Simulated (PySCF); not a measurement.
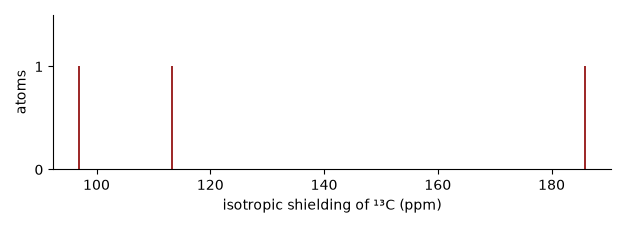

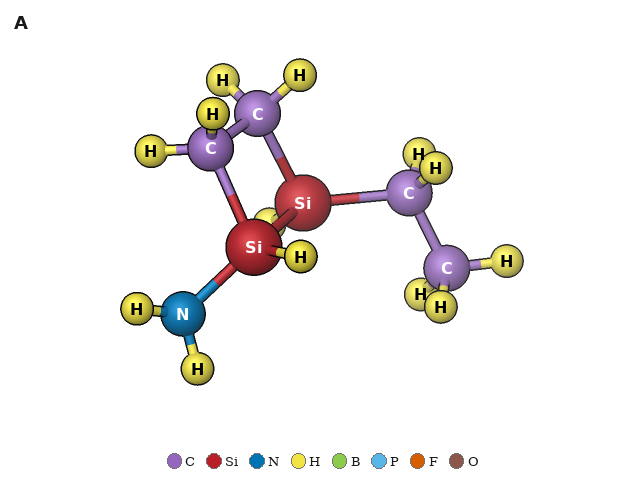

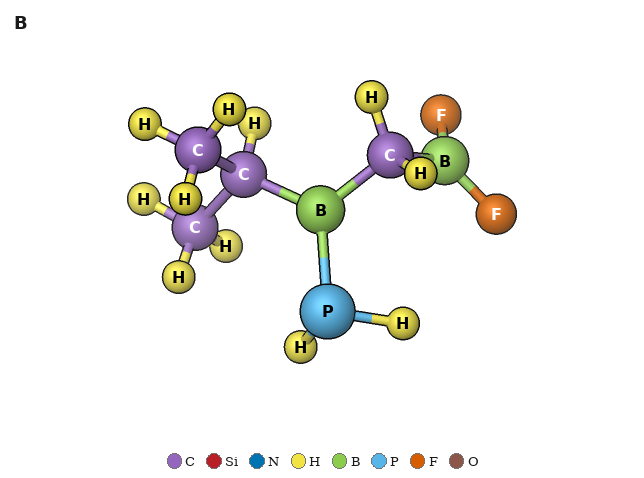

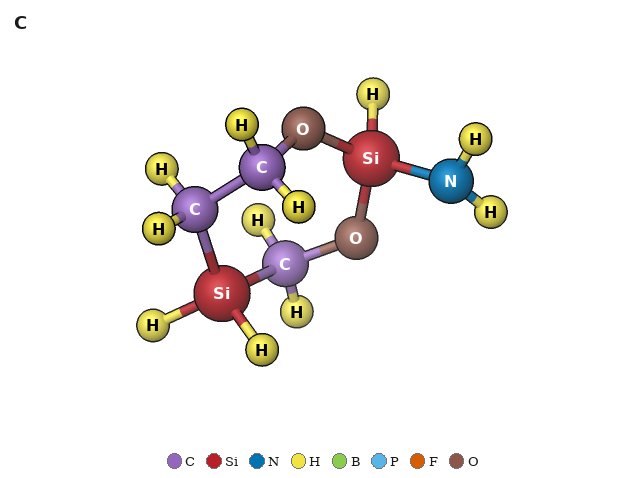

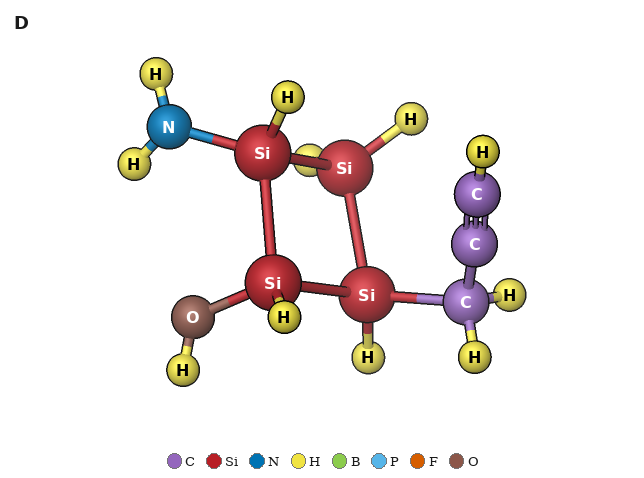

The sticks are computed shieldings of one of the molecules, for one fixed geometry (GFN2-xTB) without averaging over rotations. Low shielding means a high chemical shift. Method: GIAO PBE0/pcSseg-1 NMR shielding, non-relativistic, gas phase (PySCF 2.14.0).

Match the spectrum to a structure.

Answer. D, `C#CC[Si@@H]1[SiH2][Si@@H](N)[Si@H]1O`. Its 3 C atoms give lines at 96.8, 113.3, 186.0 ppm.

The geometry is semi-empirical. Around B, P, Si such bond lengths and angles can be off by a tenth of an ångström or more and by several degrees, and values that hang on the shape move with them.
